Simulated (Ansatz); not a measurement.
# Two runs on CHOSi

System: CHOSi, charge −1, SMILES C#[Si][O-].
Method of run 1: RKS PBE-D4/def2-TZVPPD (Ansatz 0.2.0).

The geometry comes from this level: PBE0-D4/def2-TZVPD. Text and figures count atoms from 1; the logs count them from 0 in places.

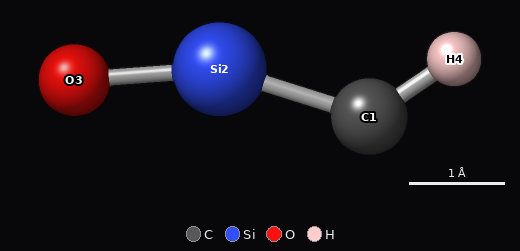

The structure (ball-and-stick view, seen on its broad side; atoms are numbered from 1 in the order of the input).

### Input file, run 1
```yaml
crystal:
  periodic: [false, false, false]
  atoms:
    - {symbol: C, position_ang: [0.451203, 0.907849, -0.140020]}
    - {symbol: Si, position_ang: [-0.179407, -0.612646, 0.097799]}
    - {symbol: O, position_ang: [-0.197261, -2.138367, 0.352676]}
    - {symbol: H, position_ang: [-0.074535, 1.843174, -0.310445]}
basis:
  gaussian: {orbitals: "def2-TZVPPD.json"}
total_charge: -1
hamiltonian: {xc: pbe, dispersion: d4}
```

Launched with:
```bash
ansatz run in.yaml --threads 2 --pin off --events-out ev --progress --plain --max-ram 4352MiB
```

Hardware: 2 threads of Arm Neoverse V2, 23 GiB of memory available, shared host.

### Output (run 1)
```
Functional definition: PBE
  parameter kappa = 0.804
  parameter beta = 0.06672455060314922
  exchange = pbe_x(kappa = kappa, mu = beta*pi^2/3)
  correlation = pbe_c(beta = beta)
722 factors; their error is unknown
mean field evaluation 1: about -10959.4861 eV, gradient 6.4e1 eV
mean field evaluation 2: about -10887.5675 eV, gradient 1.3e2 eV
mean field evaluation 4: about -10969.1095 eV, gradient 3.1e1 eV
mean field evaluation 8: about -10970.8589 eV, gradient 1.9e-1 eV
mean field evaluation 16: about -10970.8455 eV, gradient 9.3e-5 eV
mean field -10970.84546790 eV, -403.1711346393 hartree, gradient 1.8e-5 eV, S^2 0.000000; 0 other end points of the search recorded, 0 dependent functions left out
reference -10970.84550706 eV, -403.1711360784 hartree; 15, 15 occupied and 127, 127 virtual orbitals, 722 factors
Total energy: -10970.92852848 eV, -403.1741870593 hartree
```

The input of run 2 differs as follows (lines with − go, lines with + come):
```diff
-    - {symbol: C, position_ang: [0.451203, 0.907849, -0.140020]}
-    - {symbol: Si, position_ang: [-0.179407, -0.612646, 0.097799]}
-    - {symbol: O, position_ang: [-0.197261, -2.138367, 0.352676]}
-    - {symbol: H, position_ang: [-0.074535, 1.843174, -0.310445]}
+    - {symbol: C, position_ang: [-0.635466, -1.879278, 0.297741]}
+    - {symbol: Si, position_ang: [0.538602, -0.639555, 0.121265]}
+    - {symbol: O, position_ang: [0.528413, 1.051938, -0.162096]}
+    - {symbol: H, position_ang: [-0.375217, 1.366686, -0.238639]}
```

What does this change do to the results?

With the same method and basis, run 2 lies 49.8 kcal/mol higher.

### Output (run 2)
```
Functional definition: PBE
  parameter kappa = 0.804
  parameter beta = 0.06672455060314922
  exchange = pbe_x(kappa = kappa, mu = beta*pi^2/3)
  correlation = pbe_c(beta = beta)
722 factors; their error is unknown
mean field evaluation 1: about -10950.7957 eV, gradient 7.6e1 eV
mean field evaluation 2: about -10828.5370 eV, gradient 1.4e2 eV
mean field evaluation 4: about -10956.3449 eV, gradient 6.9e1 eV
mean field evaluation 8: about -10968.6973 eV, gradient 5.1e-1 eV
mean field evaluation 16: about -10968.6852 eV, gradient 7.5e-5 eV
mean field evaluation 32: about -10968.4620 eV, gradient 4.5e0 eV
mean field -10968.68518617 eV, -403.0917457498 hartree, gradient 8.8e-5 eV, S^2 0.000000; 1 other end points of the search recorded, 0 dependent functions left out
reference -10968.68522636 eV, -403.0917472268 hartree; 15, 15 occupied and 127, 127 virtual orbitals, 722 factors
Total energy: -10968.76922605 eV, -403.0948341585 hartree
```

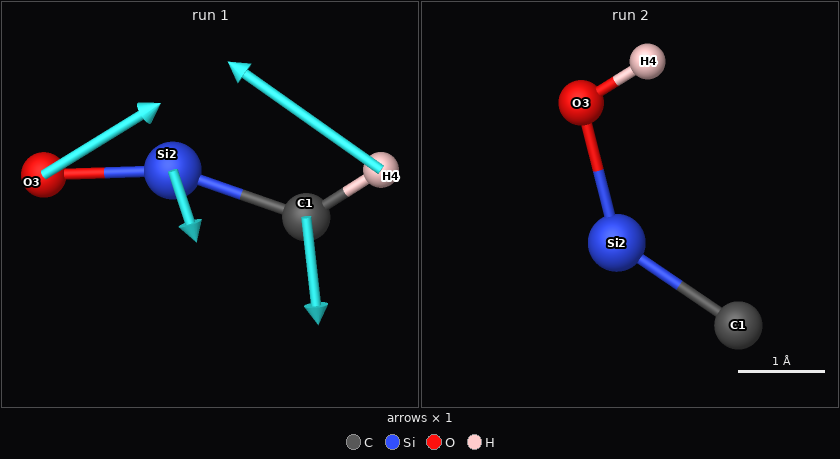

The two input geometries at one scale (ball-and-stick view, seen at a tilt). The teal arrows on the first give the shifts of the atoms after the best rigid fit, at true length. The atom that moves furthest after the best rigid fit is H4 (2.19 Å). By element the largest moves are H 2.19 Å, O 1.69 Å, C 1.30 Å, Si 0.90 Å. Among the contacts that change: O3–H4 4.038 → 0.960 Å, C1–H4 1.086 → 3.300 Å, Si2–O3 1.547 → 1.715 Å, C1–Si2 1.663 → 1.717 Å.

### The two runs side by side

| quantity | run 1 | run 2 |
| --- | --- | --- |
| outcome | converged | converged |
| total energy (hartree) | −403.174187 | −403.094834 |
| basis functions | 142 | 142 |
| wall time (shared host) | 0.9 s | 1.4 s |
